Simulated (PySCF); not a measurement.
# HF/cc-pVTZ (density fitting with cc-pvqz-jkfit) run of BNH2Cl2 (SMILES NB(Cl)Cl)

What is the vertical ionisation energy of BNH2Cl2 at HF/cc-pVTZ (density fitting with cc-pvqz-jkfit)? The job is set up through a Python script.

The results are computed with PySCF 2.14.0.

2 further runs of the same task are left out: 2 set aside as unsound or not needed.

## 1. The molecule

BNH2Cl2 has 6 atoms, charge 0, and is taken as a singlet. As SMILES, `NB(Cl)Cl`. The shape is that of a PBE0-D4/def2-TZVP optimisation.

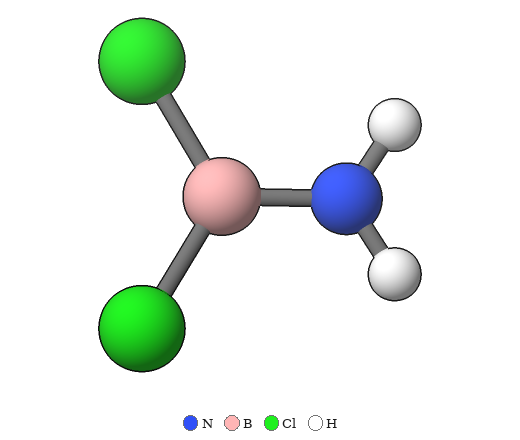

The structure, seen from a chosen angle (nitrogen blue, boron pink, chlorine green, hydrogen white).

## 2. A single-point energy at HF/cc-pVTZ (density fitting with cc-pvqz-jkfit)

File job.py:

```python
from pyscf import gto, scf

molecule = gto.M(
    atom='''
N        0.479500       0.537500       0.353200
B       -0.329000      -0.400500      -0.264400
Cl      -2.038200      -0.065500      -0.525000
Cl       0.342900      -1.939100      -0.796300
H        1.458300       0.378700       0.517300
H        0.128700       1.425000       0.668800
''',
    charge=0,
    spin=0,
    verbose=3,
    max_memory=1860,
    basis='cc-pvtz',
)

mf = scf.RHF(molecule)
mf = mf.density_fit(auxbasis='cc-pvqz-jkfit')
mf.conv_tol = 1e-10
mf.kernel()
if not mf.converged:
    mf = mf.newton().run(mf.mo_coeff, mf.mo_occ)

etot = mf.e_tot
print('E = %.10f Eh' % etot)
```

The run is started by

```console
$ OMP_NUM_THREADS=1 python job.py
```

Output:

```text
converged SCF energy = -999.510192154034
E = -999.5101921540 Eh
```

Wall time 3.3 s (1 thread of Arm Neoverse V2, shared host); peak memory 0.22 GiB.

## 3. The doublet cation at the same level

File job.py:

```python
from pyscf import gto, scf

mol = gto.M(
    atom='''
N      0.906124     1.015728     0.667451
B     -0.621720    -0.756835    -0.499644
Cl    -3.851640    -0.123777    -0.992106
Cl     0.647987    -3.664368    -1.504789
H      2.755788     0.715639     0.977555
H      0.243208     2.692860     1.263849
''',
    verbose=3,
    charge=1,
    max_memory=1860,
    unit='bohr',
    basis='cc-pvtz',
    spin=1,
)

mf = scf.UHF(mol)
mf = mf.density_fit(auxbasis='cc-pvqz-jkfit')
mf.conv_tol = 1e-10
mf.kernel()
if not mf.converged:
    mf = mf.newton().run(mf.mo_coeff, mf.mo_occ)

energy = mf.e_tot
print('E = %.10f Eh' % energy)
```

The run is started by

```console
$ OMP_NUM_THREADS=1 python job.py
```

Output:

```text
converged SCF energy = -999.146485212953  <S^2> = 0.76441292  2S+1 = 2.0143614
E = -999.1464852130 Eh
```

Wall time 8.1 s (1 thread of Arm Neoverse V2, shared host); peak memory 0.24 GiB.

## 4. What came out

Level: HF/cc-pVTZ (density fitting with cc-pvqz-jkfit).

| quantity | value |
| --- | --- |
| singlet BNH2Cl2: total energy | -999.51019 Eh |
| singlet BNH2Cl2: dipole moment | 2.84 D |
| singlet BNH2Cl2: HOMO energy | -11.94 eV |
| singlet BNH2Cl2: LUMO energy | 3.65 eV |
| singlet BNH2Cl2: HOMO–LUMO gap | 15.59 eV |
| doublet cation: total energy | -999.14649 Eh |
| doublet cation: HOMO energy (highest over α and β) | -17.47 eV |
| doublet cation: LUMO energy (lowest over α and β) | -8.14 eV |
| doublet cation: ⟨S²⟩ | 0.764 |
| vertical ionisation energy (to the doublet cation) | 9.897 eV |

In words: The vertical ionisation energy comes to 9.90 eV (228 kcal/mol). The negative HOMO energy of the first species, 11.94 eV, lies 2.05 eV above that difference. Mulliken charges (doublet cation) run from +0.04 on Cl3 to +0.27 on N1; they depend strongly on the basis.
